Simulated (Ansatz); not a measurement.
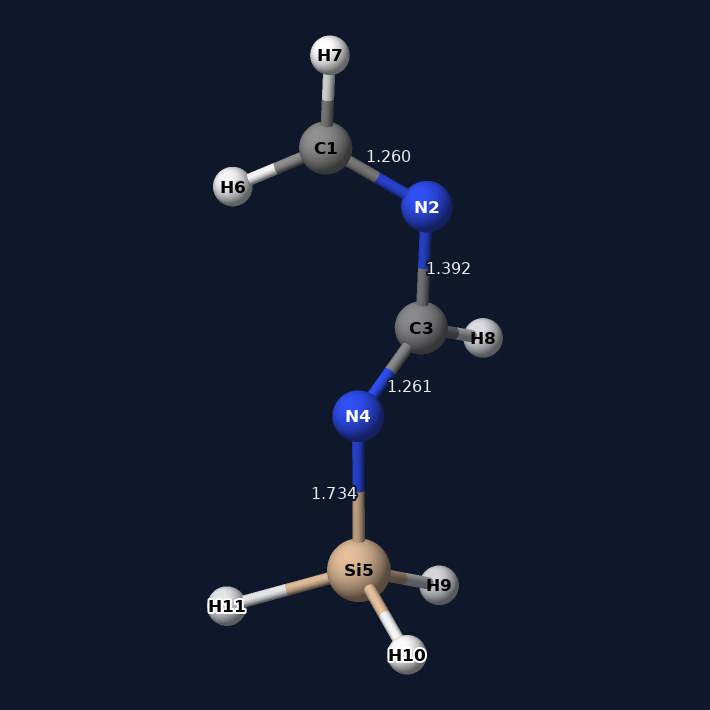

Bond lengths are marked in Å; every bond is drawn as one stick. The computed structure is the end point of a PBE0-D4/def2-TZVP optimisation. No frequency run is at hand to confirm it as a minimum.

### Assign a bond order to each marked bond.

C1–N2 double; N2–C3 single; C3–N4 double; N4–Si5 single.

### Give the structure as SMILES.

C=N/C=N/[SiH3]
